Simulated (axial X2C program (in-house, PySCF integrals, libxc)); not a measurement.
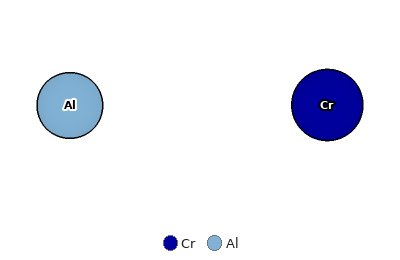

**Figure 1.** The molecule at the reference distance of 2.722 Å.

# Relativistic diatomic calculation, with input and output: CrAl

System: CrAl, single determinant with Ω = 5/2.
Method: PBE0, two-component X2C with atomic mean-field Coulomb and Gaunt terms, Cr dyall-cv3z, Al dyall-v3z (cores contracted) (axial X2C program (in-house, PySCF integrals, libxc)).

### Output
```
two-component X2C + atomic mean field  PBE0
basis functions 157  fitting functions 917  grid points 5083
iter        total energy     max residual
   1      -1293.052708476     1.85e-05
   2      -1293.052708490     1.09e-05
   3      -1293.052708495     1.21e-05
   4      -1293.052708498     6.27e-06
   5      -1293.052708503     1.74e-06
   6      -1293.052708504     9.76e-07
converged
one-electron -1904.96670806  Coulomb 619.05146600  exact exchange -16.53157656  xc functional -50.97181769  nuclear repulsion 60.65513953  atomic mean-field constant -0.28921173
```

### The points of the curve

```tsv
R (Å)	E (hartree)	dipole (D; origin at the first atom, positive when the second is positive)	highest filled (eV)	lowest empty (eV)
2.368	−1293.042223	−1.47	−4.16	−2.11
2.477	−1293.048443	−1.40	−4.19	−2.06
2.559	−1293.051072	−1.31	−4.20	−2.03
2.640	−1293.052389	−1.20	−4.21	−2.01
2.722	−1293.052709	−1.07	−4.22	−1.99
2.817	−1293.052134	−0.91	−4.22	−1.98
2.913	−1293.050824	−0.72	−4.23	−1.98
3.035	−1293.048421	−0.47	−4.22	−1.99
3.185	−1293.044851	−0.17	−4.22	−2.01
3.402	−1293.039259	0.25	−4.21	−2.05
```

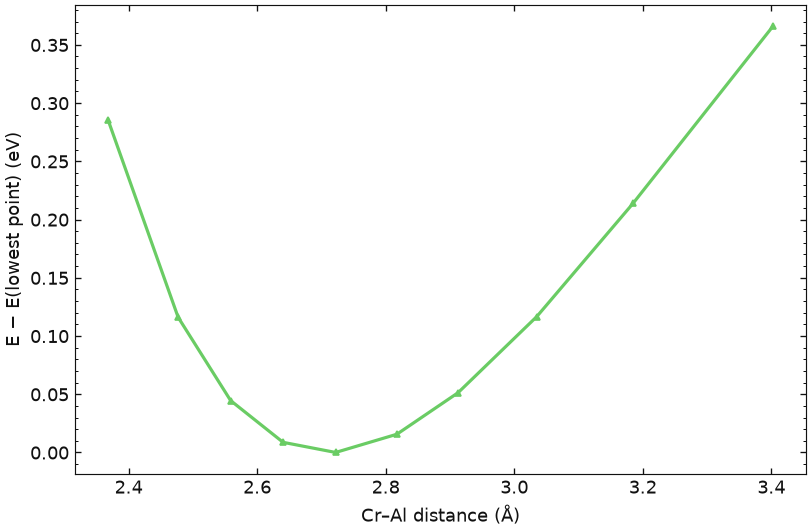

**Figure 2.** Energy at 10 bond lengths, for one set of occupations held fixed; the line joins the points. A polynomial of degree 6 through 9 points gives rₑ = 2.712 Å, ωₑ = 221.2 cm⁻¹, ωₑxₑ = 1.2 cm⁻¹ and Bₑ = 0.1291 cm⁻¹. The minimum lies 1.08 eV below Cr + Al, each computed as one determinant at the same level.

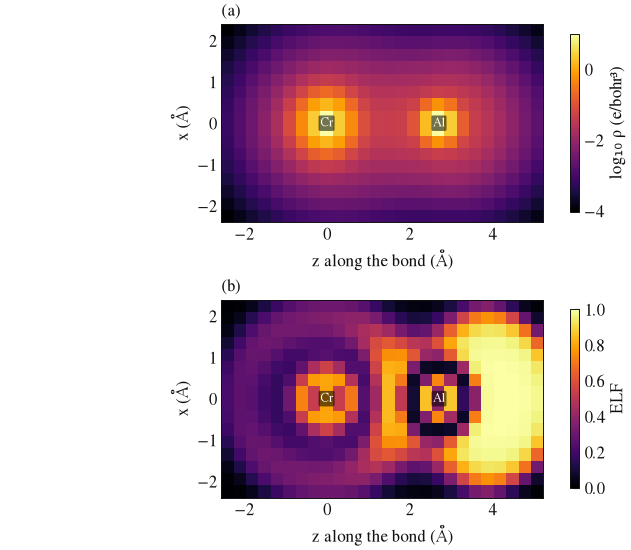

**Figure 3.** (a) electron density on a logarithmic scale; (b) electron localisation function, in a plane that holds the axis, at 2.72 Å, on points 0.3 Å apart (one half computed, the other mirrored); the structure near the nuclei is finer than these points.

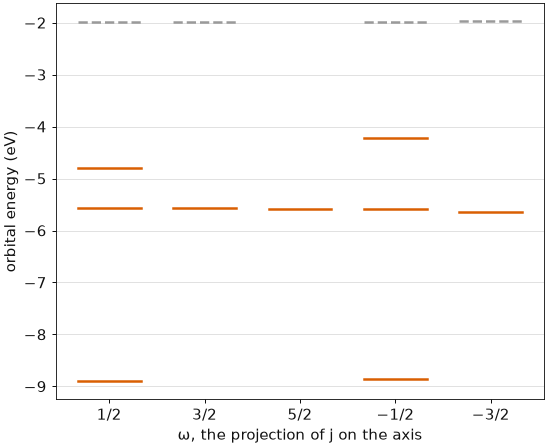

**Figure 4.** Orbital energies near the frontier at 2.72 Å, filled (solid) and empty (dashed). The highest filled spinor (−1/2; 70 % Al p, 21 % Cr s) lies at −4.22 eV, the lowest empty one (−1/2; 66 % Al p, 28 % Cr p) at −1.99 eV.

### The input
```
{"zs": [24, 13], "q": 0, "bas": ["dyall-cv3z", "dyall-v3z"], "levels": ["PBE0", "HF", "r2SCAN"], "cc": true, "r0": 2.48, "thr": -2.0, "nmax": 90, "npts": 10, "nst": 2, "ntry": 6}
```

The line is the task of a batch: nuclear charges, charge, bases, the levels to run, a first guess of the distance and further settings. This report covers PBE0 with spin-orbit coupling. The log is that of the reference distance 2.722 Å, started from orbitals converged before.

Launched within a batch (the task file carries these settings):
```bash
python <driver script> task.json out
```

### Key numbers

```
                 quantity                                                                 value
                  outcome                                                             converged
           bond length rₑ                                                               2.712 Å
                       ωₑ                                                            221.2 cm⁻¹
    energy at the minimum                                                   −1293.05271 hartree
depth below the fragments                                                               1.08 eV
                 hardware  1 thread of Arm Neoverse V2, 24 GiB of memory available, shared host
                wall time                                                                   4 s
```
